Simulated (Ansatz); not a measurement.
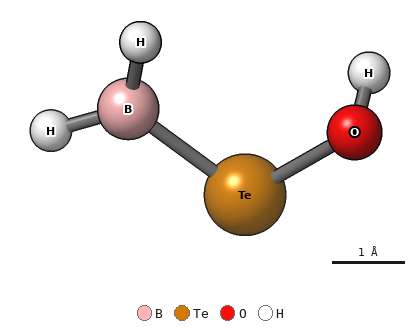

Figure 1. The starting structure (ball-and-stick view, seen at a tilt). Bond lengths as drawn: B–H 1.21 Å, B–Te 2.12 Å, H–O 0.98 Å and O–Te 2.06 Å.

BH₃TeO: nudged elastic band

- system: BH₃TeO, SMILES B[Te]O
- method: RKS BLYP/def2-SVP (Ansatz 0.2.0)

One setting was made poor on purpose. It belongs to a series of runs on one base structure; here: an input spoilt on purpose.

The input:
```yaml
crystal:
  periodic: [false, false, false]
  atoms:
    - { symbol: B, position_ang: [-0.823394, 0.508455, -0.726915] }
    - { symbol: Te, position_ang: [-0.583091, -0.941825, 0.794843] }
    - { symbol: O, position_ang: [1.310888, -0.490041, 1.453883] }
    - { symbol: H, position_ang: [-1.892238, 0.504398, -1.296182] }
    - { symbol: H, position_ang: [0.074812, 1.269444, -0.993474] }
    - { symbol: H, position_ang: [1.913033, -0.850421, 0.767845] }
basis:
  gaussian: { orbitals: def2-SVP }
hamiltonian:
  xc: blyp
neb:
  order_check: false
  images: 5
  f_tol: 0.05
  max_iterations: 8
  initial_path: idpp
  final_atoms:
    - { symbol: H, position_ang: [1.71762271, -0.24453612, 1.43119347] }
    - { symbol: H, position_ang: [0.13419401, 1.06935945, -1.2157047] }
    - { symbol: H, position_ang: [-1.96355005, 0.70894413, -1.08013679] }
    - { symbol: O, position_ang: [1.48970254, -1.02789963, 0.88631793] }
    - { symbol: Te, position_ang: [-0.5597994, -0.99584395, 0.73135929] }
    - { symbol: B, position_ang: [-0.8181598, 0.48998612, -0.75302921] }
```

Command:
```bash
ansatz run input.yaml --threads 1 --pin off --max-ram 2048MiB --backend cpu --events-out ev --progress --plain --runs-dir out
```

Log:
```
Error: 6 input errors — fix all and re-run
  1. invalid value for `neb.final_atoms`: atom 0 is H but atom 0 of crystal.atoms is B — the final endpoint must list the same atoms in the same order
  2. invalid value for `neb.final_atoms`: atom 1 is H but atom 1 of crystal.atoms is Te — the final endpoint must list the same atoms in the same order
  3. invalid value for `neb.final_atoms`: atom 2 is H but atom 2 of crystal.atoms is O — the final endpoint must list the same atoms in the same order
  4. invalid value for `neb.final_atoms`: atom 3 is O but atom 3 of crystal.atoms is H — the final endpoint must list the same atoms in the same order
  5. invalid value for `neb.final_atoms`: atom 4 is Te but atom 4 of crystal.atoms is H — the final endpoint must list the same atoms in the same order
  6. invalid value for `neb.final_atoms`: atom 5 is B but atom 5 of crystal.atoms is H — the final endpoint must list the same atoms in the same order
```

Outcome:

```json
{"quantity": "outcome", "value": "refused by the program"}
{"quantity": "hardware", "value": "1 thread of Arm Neoverse V2, 112 GiB of memory available, shared host"}
```

Diagnosis:

The program refused the input: “6 input errors — fix all and re-run 1. invalid value for `neb.final_atoms`: atom 0 is H but atom 0 of crystal.atoms is B — the final endpoint must list the same atoms in the same order 2. invalid value for `neb.final_atoms`: atom 1 is H but atom 1 of crystal.atoms is Te — the final endpoint must list the same atoms in the same order 3 …” A deliberately poor setting: bad input.
